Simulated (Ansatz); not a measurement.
AlF$_{2}$HO···CH$_{4}$O

Input file:

```
crystal:
  periodic: [false, false, false]
  atoms:
    - { symbol: Al, position_ang: [-0.4072, 1.3766, 0.8546] }
    - { symbol: O, position_ang: [0.16, -0.636, 0.2434] }
    - { symbol: C, position_ang: [-0.4427, -1.6747, -0.4822] }
    - { symbol: F, position_ang: [-1.8155, 1.9141, 0.2215] }
    - { symbol: F, position_ang: [0.1261, 1.6641, 2.3735] }
    - { symbol: H, position_ang: [0.8183, 0.2569, -0.3903] }
    - { symbol: O, position_ang: [1.2241, 1.4517, -0.588] }
    - { symbol: H, position_ang: [-1.2309, -1.3139, -1.1469] }
    - { symbol: H, position_ang: [0.3314, -2.1697, -1.0764] }
    - { symbol: H, position_ang: [-0.8695, -2.3946, 0.2199] }
    - { symbol: H, position_ang: [2.1059, 1.5254, -0.2291] }
basis:
  gaussian: { orbitals: def2-SVP }
hamiltonian:
  xc: pbe
  dispersion: d4
relax:
  f_tol: 0.15
  max_steps: 25
  restrain:
    - { distance: [0, 6], at: 1.87, k: 30.0 }
    - { distance: [5, 1], at: 0.97, k: 30.0 }
    - { distance: [0, 1], at: 3.17, k: 30.0 }
    - { distance: [5, 6], at: 2.27, k: 30.0 }
output:
  orbitals: {}
```

Launched as:

```sh
ansatz run input.yaml --threads 2 --pin off --max-ram 3072MiB --backend cpu --events-out ev --progress --plain --runs-dir out
```

The fields are those of the run's last geometry, not of the input's.

Not at a stationary point (largest force 2.0 eV/Å).

These are results of Ansatz, RKS PBE-D4/def2-SVP, not measurements.

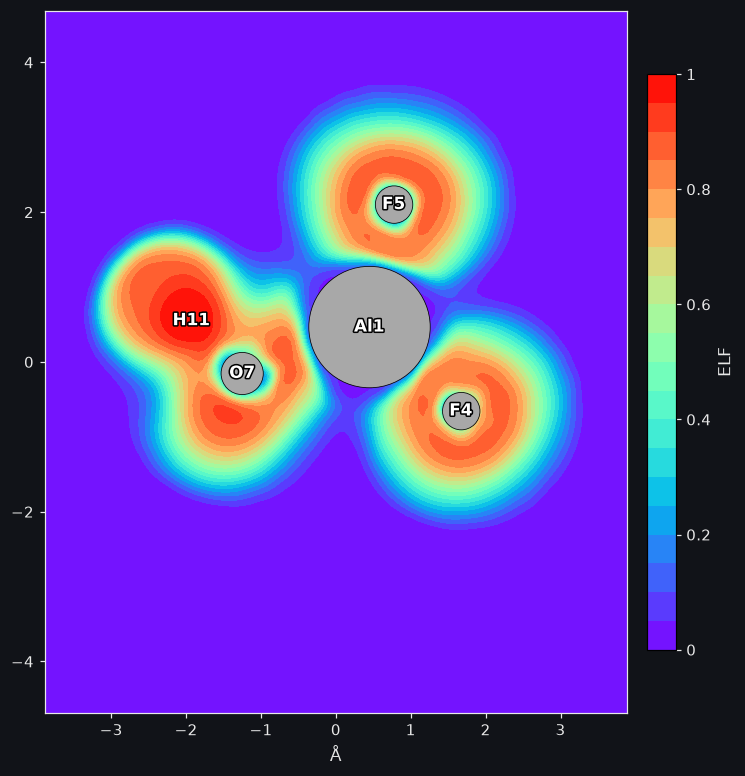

Figure 1. ELF on the plane of atoms F5, Al1 and O7. Grey discs cover the atomic cores.

Q: Interpret the plot.

A:
- Atoms in the plane: Al, F, O and H.
- Al–F (1.67 Å): the ELF peaks at about 0.85 in the valence shell of F, 0.6 Å from its nucleus, and is about 0.25 at the midpoint.
- Al–O (1.81 Å): the ELF peaks at about 0.85 in the valence shell of O, 0.6 Å from its nucleus, and is about 0.50 at the midpoint.
- O–H (0.98 Å): the ELF climbs to about 1 towards the hydrogen, as it does in any bond to H: a covalent bond by its length.
- The ELF also peaks beside F4, O7 and F5, away from the bonds: lone-pair regions.

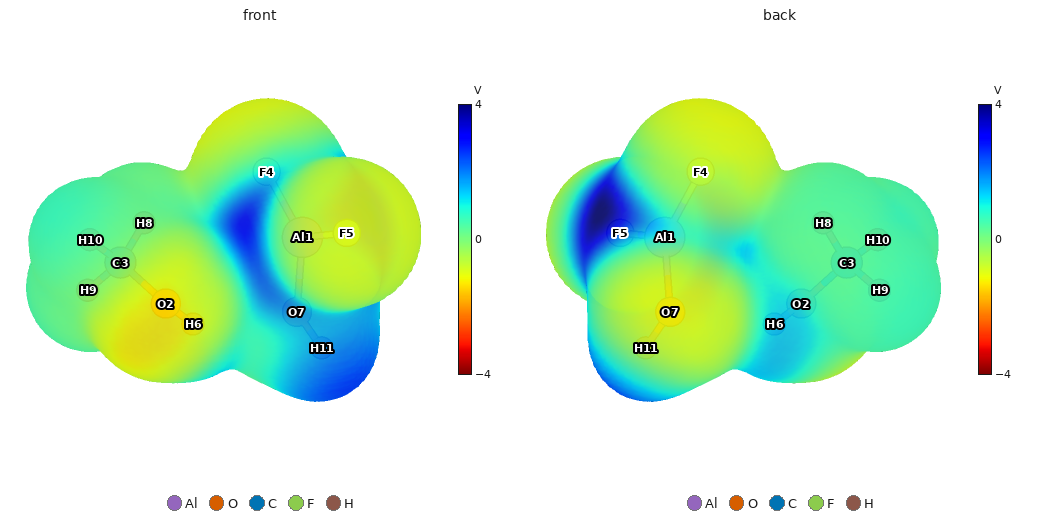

Figure 2. The molecular electrostatic potential painted on the density surface at 0.002 e/bohr³, seen from the front and from behind; red is negative and blue positive.

Q: Describe the electrostatic potential map.

A: The most negative region (about −1.4 V) lies over O2, the most positive (about +3.8 V) over Al1. O2 is the likeliest acceptor of a hydrogen bond.

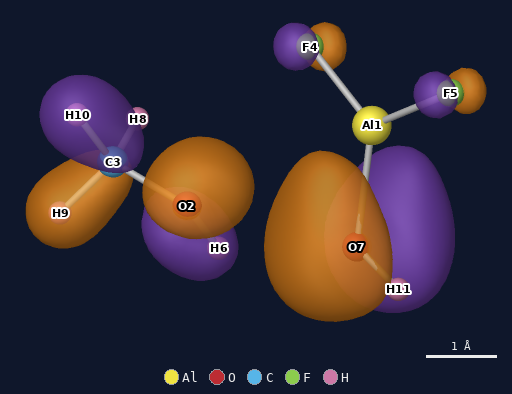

Figure 3. The HOMO−1 at ±0.1 Å⁻³ᐟ² (orange and purple are the two phases), seen across its widest extent.

Q: Describe this orbital and give its energy.

A: It lies mainly on O7 (about 60 %) and O2 (about 15 %). Its energy is −7.57 eV.

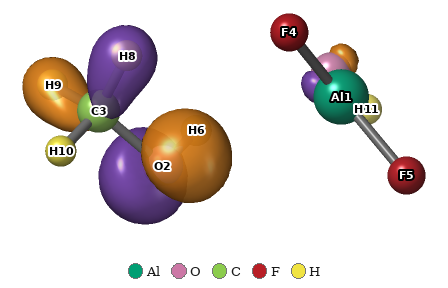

Figure 4. The HOMO at ±0.2 Å⁻³ᐟ² (orange and purple are the two phases), seen from one side.

Q: Where does this orbital lie, and at what energy?

A: Its weight (Hirshfeld) is mainly on O2 (about 65 %), C3 (about 10 %), H8 (about 5 %) and H9 (about 5 %). Its energy is −6.32 eV.
